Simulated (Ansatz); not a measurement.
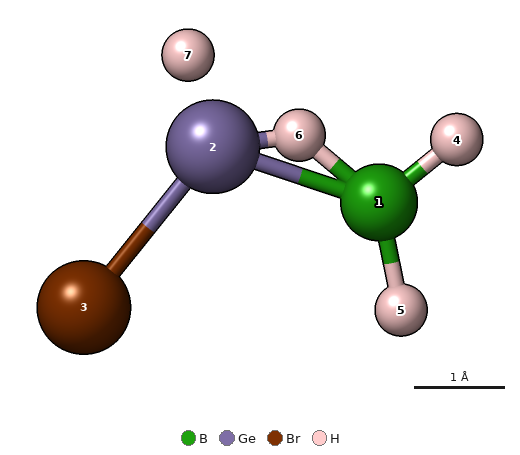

The structure as given in the input (ball-and-stick view, seen at a tilt; atoms are numbered from 1 in the order of the input). Sticks mark near contacts. Bond lengths as drawn: Br–Ge 2.32 Å, B–Ge 1.97 Å, B–H 1.12 to 1.24 Å and Ge–H 0.99 Å.

## GeBH4Br: geometry relaxation

System: GeBH4Br.
Method: RKS B3LYP/def2-SVP (Ansatz 0.2.0).

It belongs to a series of runs on one base structure; here: end point B relaxed. Figures and captions count atoms from 1; the log counts them from 0 in places.

Log:
```
The last accepted step is kept in [file] (removed where the run ends without a failure and the disk answers)
Engine: ansatz 0.2.0, aarch64-unknown-linux-gnu
Functional definition: B3LYP
  parameter a0 = 0.2
  parameter ax = 0.72
  parameter ac = 0.81
  exchange = (1 - a0 - ax)*slater_x + ax*b88_x + a0*exact_x
  correlation = (1 - ac)*vwn_rpa_c + ac*lyp_c
1044 factors; integrals over basis functions are off by at most 2.4e-4 eV
mean field evaluation 1: about -127277.5050 eV, gradient 4.0e1 eV
mean field evaluation 2: about -127272.1993 eV, gradient 5.4e1 eV
mean field evaluation 4: about -127282.2901 eV, gradient 2.5e0 eV
mean field evaluation 8: about -127282.3161 eV, gradient 7.4e-2 eV
mean field -127282.31610208 eV, -4677.5388416988 hartree, gradient 4.4e-5 eV, S^2 0.000000; 0 other end points of the search recorded, 0 dependent functions left out
the calculation of the forces begins
reference -127282.31633753 eV, -4677.5388503514 hartree; 38, 38 occupied and 60, 60 virtual orbitals, 1044 factors
relax step   1: F+E_penalty+E_count = -127282.31610208 eV  Δ(F+E_penalty+E_count) = +0.000e0 eV  max|allowed force component| = 2.662e1 eV/Å  Δτ_max = 0.0000 Å  (26 SCF iters, accepted)
these checks for a lower state are left out or cut short: starts, cluster_reference, orbital_swaps, neighbouring_geometries, increment
1044 factors; integrals over basis functions are off by at most 3.3e-4 eV
mean field evaluation 16: about -127287.5007 eV, gradient 3.1e1 eV
mean field -127288.32166356 eV, -4677.7595420125 hartree, gradient 1.3e-5 eV, S^2 0.000000; 0 other end points of the search recorded, 0 dependent functions left out
[... from here on the field's lines of each further geometry are left out, up to the last ...]
relax step   2: F+E_penalty+E_count = -127288.32166356 eV  Δ(F+E_penalty+E_count) = -6.006e0 eV  max|allowed force component| = 8.746e0 eV/Å  Δτ_max = 0.1956 Å  (34 SCF iters, accepted)
relax step   3: F+E_penalty+E_count = -127290.47972350 eV  Δ(F+E_penalty+E_count) = -2.158e0 eV  max|allowed force component| = 3.610e0 eV/Å  Δτ_max = 0.1948 Å  (31 SCF iters, accepted)
relax step   4: F+E_penalty+E_count = -127291.25366113 eV  Δ(F+E_penalty+E_count) = -7.739e-1 eV  max|allowed force component| = 1.398e0 eV/Å  Δτ_max = 0.1949 Å  (29 SCF iters, accepted)
relax step   5: F+E_penalty+E_count = -127291.52599742 eV  Δ(F+E_penalty+E_count) = -2.723e-1 eV  max|allowed force component| = 5.930e-1 eV/Å  Δτ_max = 0.1950 Å  (29 SCF iters, accepted)
relax step   6: F+E_penalty+E_count = -127291.75174145 eV  Δ(F+E_penalty+E_count) = -2.257e-1 eV  max|allowed force component| = 8.058e-1 eV/Å  Δτ_max = 0.1950 Å  (28 SCF iters, accepted)
relax step   7: F+E_penalty+E_count = -127291.97657212 eV  Δ(F+E_penalty+E_count) = -2.248e-1 eV  max|allowed force component| = 4.963e-1 eV/Å  Δτ_max = 0.1956 Å  (28 SCF iters, accepted)
relax step   8: F+E_penalty+E_count = -127292.08889275 eV  Δ(F+E_penalty+E_count) = -1.123e-1 eV  max|allowed force component| = 7.582e-1 eV/Å  Δτ_max = 0.1950 Å  (28 SCF iters, accepted)
relax step   9: F+E_penalty+E_count = -127292.09048372 eV  Δ(F+E_penalty+E_count) = -1.591e-3 eV  max|allowed force component| = 9.070e-1 eV/Å  Δτ_max = 0.2000 Å  (29 SCF iters, accepted)
relax step  10: F+E_penalty+E_count = -127292.14578630 eV  Δ(F+E_penalty+E_count) = -5.530e-2 eV  max|allowed force component| = 1.841e-1 eV/Å  Δτ_max = 0.1345 Å  (30 SCF iters, accepted)
relax step  11: F+E_penalty+E_count = -127292.12394666 eV  Δ(F+E_penalty+E_count) = +2.184e-2 eV  max|allowed force component| = 4.570e-1 eV/Å  Δτ_max = 0.1297 Å  (27 SCF iters, rejected (line search))
relax step  12: F+E_penalty+E_count = -127292.15930001 eV  Δ(F+E_penalty+E_count) = -1.351e-2 eV  max|allowed force component| = 5.812e-2 eV/Å  Δτ_max = 0.0633 Å  (28 SCF iters, accepted)
relax step  13: F+E_penalty+E_count = -127292.16074378 eV  Δ(F+E_penalty+E_count) = -1.444e-3 eV  max|allowed force component| = 4.926e-2 eV/Å  Δτ_max = 0.0287 Å  (29 SCF iters, accepted)
relax step  14: F+E_penalty+E_count = -127292.16114132 eV  Δ(F+E_penalty+E_count) = -3.975e-4 eV  max|allowed force component| = 3.129e-2 eV/Å  Δτ_max = 0.0103 Å  (22 SCF iters, accepted)
the calculation of the forces begins
reference -127292.16158777 eV, -4677.9006566243 hartree; 38, 38 occupied and 60, 60 virtual orbitals, 1044 factors
relax step  15: F+E_penalty+E_count = -127292.16133795 eV  Δ(F+E_penalty+E_count) = -1.966e-4 eV  max|allowed force component| = 7.088e-3 eV/Å  Δτ_max = 0.0113 Å  (23 SCF iters, accepted)
```

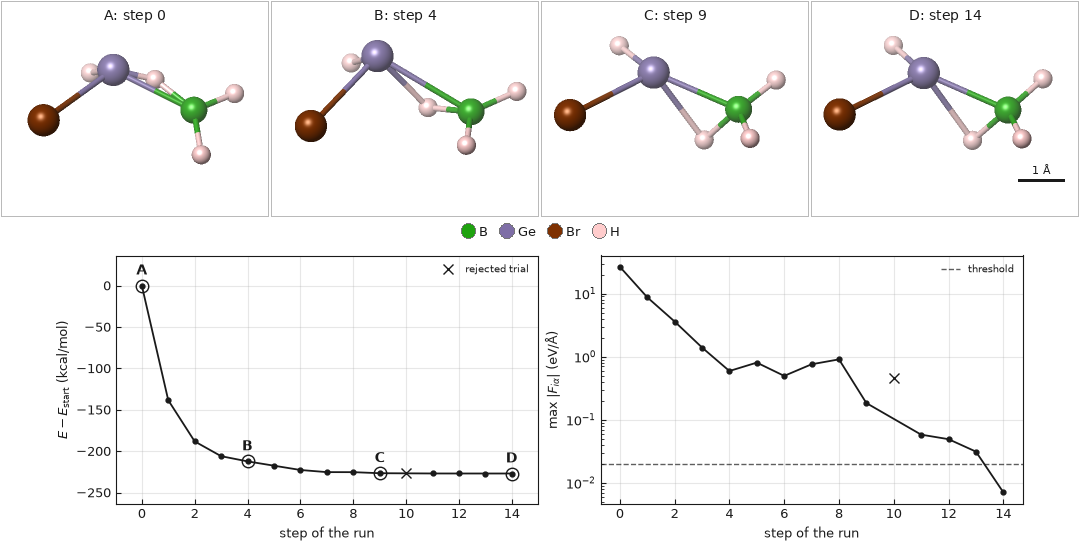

Frames of the relaxation (ball-and-stick view, seen at a tilt) above the curves, on which the letters mark them (the first geometry is step 0 here and step 1 in the log).

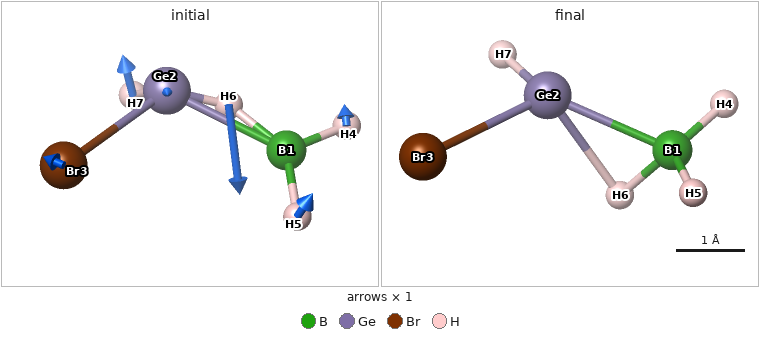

Before (left) and after (right) the relaxation, at one scale (ball-and-stick view, seen at a tilt). The blue arrows give the displacements, at true length. After 14 geometry steps the energy has fallen by 227.0 kcal/mol. The largest force component goes from 27 to 0.0071 eV/Å. The line search rejected the trial step at point 10 (counted from 0) and went back. The largest move after the best rigid fit is that of H6, 1.38 Å. Largest moves by element: H 1.38 Å, Br 0.37 Å, Ge 0.11 Å, B 0.09 Å. Among the contacts that change: Ge2–H6 0.988 → 1.970 Å, B1–H6 1.170 → 1.293 Å, B1–H4 1.122 → 1.206 Å, B1–H5 1.240 → 1.201 Å. Bonds break: Ge2–H6 (0.99 → 1.97 Å). Among the angles that change: B1–H6–Ge2 131.4° → 72.5°, Ge2–B1–H6 22.1° → 69.6°, H5–B1–H6 140.9° → 112.8°. (Atoms are counted from 1 in the order of the input.)

```
1044 factors; integrals over basis functions are off by at most 6.0e-4 eV
mean field -127292.16133795 eV, -4677.9006474439 hartree, gradient 1.1e-5 eV, S^2 0.000000; 1 other end points of the search recorded, 0 dependent functions left out
the calculation of the forces begins
reference -127292.16158777 eV, -4677.9006566243 hartree; 38, 38 occupied and 60, 60 virtual orbitals, 1044 factors
Total energy: -127292.16158777 eV, -4677.9006566243 hartree
Atom 0 at    -1.075963    -0.188272    -0.694530 Å, force    -0.004841    -0.003671    -0.004193 eV/Å
Atom 1 at     0.567962     0.018835     0.434848 Å, force     0.006547     0.001643     0.007088 eV/Å
Atom 2 at     1.933919     1.908369     0.411519 Å, force     0.000695     0.000305    -0.001476 eV/Å
Atom 3 at    -1.604917    -1.248488    -0.468811 Å, force    -0.002120     0.000919    -0.001699 eV/Å
Atom 4 at    -1.664816     0.816244    -0.988389 Å, force    -0.001186    -0.000233     0.000633 eV/Å
Atom 5 at    -0.012900    -0.371273    -1.407021 Å, force     0.001903     0.000988     0.000919 eV/Å
Atom 6 at     1.600345    -1.122895     0.679425 Å, force    -0.000998     0.000049    -0.001273 eV/Å
Dipole moment:     0.164008    -0.200202     0.206836 e Å
```

Trajectory as extended XYZ (Å, eV, eV/Å), 14 of the 15 frames kept, from step=1 to step=15:
```
7
Properties=species:S:1:pos:R:3:forces:R:3 step=1 energy=-127282.31610
B    -0.9969   -0.1486   -0.6758   -1.7746   1.6984  -2.0342
Ge    0.6094   -0.1119    0.4611   26.6236  15.7794  20.9922
Br    1.5649    2.0010    0.3953    0.0939   0.2253  -0.3658
H    -1.6187   -1.0750   -0.7973   -1.2256  -1.9084  -0.0497
H    -1.3657    0.8742   -1.2713    0.8522  -0.3543   1.1099
H    -0.0895   -0.5680   -0.0679  -24.4256 -15.6400 -19.9437
H     1.6401   -1.1592   -0.0771   -0.1439   0.1996   0.2913
7
Properties=species:S:1:pos:R:3:forces:R:3 step=2 energy=-127288.32166
B    -1.0389   -0.1759   -0.7396   -2.4525   1.3687  -1.0736
Ge    0.6552   -0.0992    0.5505    6.7916   4.7549   8.7458
Br    1.6112    2.0256    0.3162    0.0910   0.1445  -0.3855
H    -1.7125   -1.1277   -0.8624   -0.5526  -0.4938   0.0121
H    -1.3584    0.9477   -1.1154    0.7147  -0.6159   0.4758
H    -0.1296   -0.6414   -0.2447   -4.6370  -5.0987  -7.6841
H     1.7167   -1.1166    0.0623    0.0448  -0.0598  -0.0905
7
Properties=species:S:1:pos:R:3:forces:R:3 step=3 energy=-127290.47972
B    -1.0891   -0.1746   -0.7426   -1.5439   0.4224  -0.0975
Ge    0.6666   -0.1001    0.7030    1.3417   1.5842   3.5832
Br    1.6266    2.0291    0.2753    0.0708  -0.0432  -0.1934
H    -1.7661   -1.1527   -0.8648   -0.3978   0.0981   0.0591
H    -1.3383    0.9628   -1.0744    0.3316  -0.4077   0.2379
H    -0.0795   -0.6659   -0.4313    0.0693  -1.5662  -3.6101
H     1.7235   -1.0861    0.1018    0.1282  -0.0876   0.0209
7
Properties=species:S:1:pos:R:3:forces:R:3 step=4 energy=-127291.25366
B    -1.1306   -0.1784   -0.7220    0.1223  -0.4499   0.1076
Ge    0.6663   -0.0876    0.8177    0.0766   0.4546   0.5107
Br    1.6402    2.0281    0.2571    0.0141  -0.1897   0.0381
H    -1.8135   -1.1579   -0.8540   -0.4032   0.2474   0.1938
H    -1.3310    0.9548   -1.0547   -0.0183  -0.0932   0.2077
H    -0.0083   -0.6744   -0.6125    0.1598  -0.0351  -1.3982
H     1.7205   -1.0720    0.1355    0.0486   0.0659   0.3403
7
Properties=species:S:1:pos:R:3:forces:R:3 step=5 energy=-127291.52600
B    -1.1272   -0.2069   -0.7535    0.5003  -0.4952   0.3651
Ge    0.6436   -0.0692    0.8248   -0.1298   0.0536  -0.5092
Br    1.6563    2.0203    0.2626    0.0158  -0.1721   0.1243
H    -1.8857   -1.1466   -0.7981   -0.0666   0.2986   0.1418
H    -1.3442    0.9458   -0.9974   -0.0740  -0.0829   0.0479
H     0.0531   -0.6664   -0.7973   -0.2457   0.2622  -0.5930
H     1.7476   -1.0645    0.2260    0.0000   0.1359   0.4232
7
Properties=species:S:1:pos:R:3:forces:R:3 step=6 energy=-127291.75174
B    -1.1287   -0.2257   -0.7282    0.7179  -0.1833   0.2244
Ge    0.6114   -0.0665    0.7445   -0.1500  -0.1410  -0.8058
Br    1.6853    1.9993    0.2899   -0.0097  -0.1192   0.1336
H    -1.9246   -1.1321   -0.7371    0.1320   0.0985   0.2132
H    -1.3771    0.9208   -0.9761   -0.0729  -0.0146   0.0742
H     0.0693   -0.6206   -0.9862   -0.3758   0.1716  -0.2092
H     1.8080   -1.0626    0.3602   -0.2415   0.1879   0.3696
7
Properties=species:S:1:pos:R:3:forces:R:3 step=7 energy=-127291.97657
B    -1.0899   -0.2322   -0.7234    0.3220   0.0673   0.3670
Ge    0.5487   -0.0652    0.5985    0.4502  -0.2527  -0.4704
Br    1.6960    1.9788    0.3220   -0.0537  -0.1151   0.1146
H    -1.8887   -1.1313   -0.6174    0.2690  -0.0048  -0.0156
H    -1.4022    0.9107   -0.9316   -0.0382  -0.0701  -0.1113
H     0.0857   -0.5688   -1.1741   -0.4531   0.0759  -0.1443
H     1.7940   -1.0795    0.4929   -0.4963   0.2995   0.2600
7
Properties=species:S:1:pos:R:3:forces:R:3 step=9 energy=-127292.09048
B    -1.0508   -0.2033   -0.7266    0.0240  -0.0512   0.6025
Ge    0.5867   -0.0206    0.4232   -0.9070  -0.1479   0.0447
Br    1.8250    1.8899    0.3226    0.4792   0.5388   0.0164
H    -1.6195   -1.2359   -0.5111   -0.0811  -0.1537  -0.0842
H    -1.5759    0.8499   -0.8674   -0.2761   0.3073  -0.2697
H    -0.0136   -0.3485   -1.4293    0.2487  -0.1216  -0.3579
H     1.5917   -1.1190    0.7557    0.5123  -0.3717   0.0481
7
Properties=species:S:1:pos:R:3:forces:R:3 step=10 energy=-127292.14579
B    -1.0860   -0.2063   -0.6912   -0.0399   0.1841  -0.0728
Ge    0.5707    0.0017    0.4441   -0.1021  -0.0618  -0.0397
Br    1.9293    1.8850    0.4074   -0.0032   0.1800  -0.0217
H    -1.6699   -1.2492   -0.5196    0.0775   0.0426   0.0806
H    -1.6332    0.8358   -0.9676    0.0456  -0.1389   0.0702
H    -0.0370   -0.3896   -1.4120    0.0778  -0.0285  -0.0056
H     1.6697   -1.0648    0.7060   -0.0556  -0.1776  -0.0109
7
Properties=species:S:1:pos:R:3:forces:R:3 step=11 energy=-127292.12395 accepted=F
B    -1.0409   -0.1802   -0.7013   -0.3948  -0.2238  -0.1321
Ge    0.5530    0.0182    0.4827    0.1422   0.0936  -0.4570
Br    1.9144    1.9000    0.4171    0.0841   0.0841   0.0988
H    -1.5796   -1.2287   -0.4289   -0.0193   0.0249  -0.0489
H    -1.6521    0.8063   -0.9936   -0.0747   0.1175   0.0275
H    -0.0334   -0.3802   -1.4651    0.1101   0.0469   0.3178
H     1.5822   -1.1229    0.6562    0.1523  -0.1432   0.1938
7
Properties=species:S:1:pos:R:3:forces:R:3 step=12 energy=-127292.15930
B    -1.0738   -0.1962   -0.6994   -0.0189   0.0468   0.0325
Ge    0.5768    0.0032    0.4358   -0.0331   0.0143  -0.0056
Br    1.9095    1.9197    0.4096   -0.0163  -0.0364  -0.0043
H    -1.6460   -1.2366   -0.4835    0.0581   0.0011   0.0054
H    -1.6376    0.8313   -0.9712    0.0267  -0.0272  -0.0055
H    -0.0198   -0.3933   -1.4165    0.0051  -0.0068   0.0007
H     1.6344   -1.1155    0.6923   -0.0217   0.0083  -0.0233
7
Properties=species:S:1:pos:R:3:forces:R:3 step=13 energy=-127292.16074
B    -1.0719   -0.1903   -0.6979   -0.0493  -0.0059   0.0075
Ge    0.5717    0.0097    0.4357    0.0088   0.0133  -0.0158
Br    1.9185    1.9130    0.4126    0.0058  -0.0056   0.0026
H    -1.6209   -1.2405   -0.4703    0.0165   0.0033  -0.0067
H    -1.6503    0.8242   -0.9808    0.0068  -0.0059   0.0016
H    -0.0205   -0.3837   -1.4189    0.0219   0.0000   0.0158
H     1.6170   -1.1199    0.6867   -0.0105   0.0008  -0.0049
7
Properties=species:S:1:pos:R:3:forces:R:3 step=14 energy=-127292.16114
B    -1.0734   -0.1890   -0.6963   -0.0313  -0.0084  -0.0009
Ge    0.5695    0.0145    0.4348    0.0156   0.0071  -0.0042
Br    1.9260    1.9109    0.4125    0.0038  -0.0029   0.0012
H    -1.6114   -1.2444   -0.4690    0.0011   0.0004  -0.0032
H    -1.6571    0.8206   -0.9839   -0.0011  -0.0010  -0.0013
H    -0.0177   -0.3784   -1.4144    0.0162   0.0039   0.0105
H     1.6078   -1.1216    0.6834   -0.0045   0.0010  -0.0021
7
Properties=species:S:1:pos:R:3:forces:R:3 step=15 energy=-127292.16134
B    -1.0760   -0.1883   -0.6945   -0.0048  -0.0037  -0.0042
Ge    0.5680    0.0188    0.4348    0.0065   0.0016   0.0071
Br    1.9339    1.9084    0.4115    0.0007   0.0003  -0.0015
H    -1.6049   -1.2485   -0.4688   -0.0021   0.0009  -0.0017
H    -1.6648    0.8162   -0.9884   -0.0012  -0.0002   0.0006
H    -0.0129   -0.3713   -1.4070    0.0019   0.0010   0.0009
H     1.6003   -1.1229    0.6794   -0.0010   0.0000  -0.0013
```

The run was set up as follows.

Input file:
```yaml
crystal:
  periodic: [false, false, false]
  atoms:
    - { symbol: B, position_ang: [-0.9969, -0.1486, -0.6758] }
    - { symbol: Ge, position_ang: [0.6094, -0.1119, 0.4611] }
    - { symbol: Br, position_ang: [1.5649, 2.001, 0.3953] }
    - { symbol: H, position_ang: [-1.6187, -1.075, -0.7973] }
    - { symbol: H, position_ang: [-1.3657, 0.8742, -1.2713] }
    - { symbol: H, position_ang: [-0.08947, -0.56798, -0.06786] }
    - { symbol: H, position_ang: [1.6401, -1.1592, -0.0771] }
basis:
  gaussian: { orbitals: def2-SVP }
hamiltonian:
  xc: b3lyp
relax:
  f_tol: 0.02
  max_steps: 50
```

Launch command:
```bash
ansatz run input.yaml --threads 2 --pin off --max-ram 3072MiB --backend cpu --events-out ev --progress --plain --runs-dir out
```

Results in brief:

| quantity | value |
| --- | --- |
| outcome | converged |
| total energy | −127292.1616 eV |
| mean-field energy | −127292.1616 eV |
| largest force (length of the vector) at the end | 0.010 eV/Å |
| hardware | 2 threads of Arm Neoverse V2, 24 GiB of memory available, shared host |
| wall time | 33 s (CPU time 62 s) |
| peak memory | 0.23 GiB |
